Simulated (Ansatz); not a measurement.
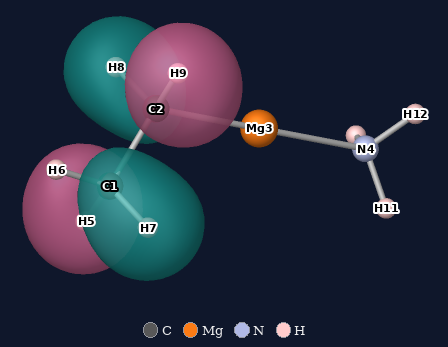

C₂H₈MgN (SMILES C[CH2][Mg][NH3+]) (charge +1). The HOMO−1 at ±0.1 Å⁻³ᐟ² (teal and pink are the two phases), seen at a tilt.

Geometry: B3LYP-D3(BJ)/def2-SVP.

Method: isolated molecule in a Gaussian basis; Kohn-Sham density functional theory, functional PBE0 (Ansatz).

```yaml
atoms:
  - { symbol: C, position_ang: [-2.1433, 1.0597, -3.5247] }
  - { symbol: C, position_ang: [-1.1533, -0.0607, -3.1824] }
  - { symbol: Mg, position_ang: [-1.3374, -0.8757, -1.2586] }
  - { symbol: N, position_ang: [-1.5258, -1.7139, 0.7184] }
  - { symbol: H, position_ang: [-3.1921, 0.7253, -3.4793] }
  - { symbol: H, position_ang: [-1.9699, 1.4232, -4.5522] }
  - { symbol: H, position_ang: [-2.0418, 1.9313, -2.8585] }
  - { symbol: H, position_ang: [-1.2513, -0.9143, -3.8750] }
  - { symbol: H, position_ang: [-0.1078, 0.2848, -3.2576] }
  - { symbol: H, position_ang: [-1.9785, -2.6373, 0.7326] }
  - { symbol: H, position_ang: [-2.0809, -1.1348, 1.3620] }
  - { symbol: H, position_ang: [-0.6244, -1.8517, 1.1939] }
```

Q: What is the character of this orbital?

A: By Hirshfeld shares it lies mainly on C1 (about 25 %), C2 (about 20 %), H7 (about 15 %), H5 (about 15 %), H8 (about 10 %) and H9 (about 10 %). Its energy is −12.96 eV.
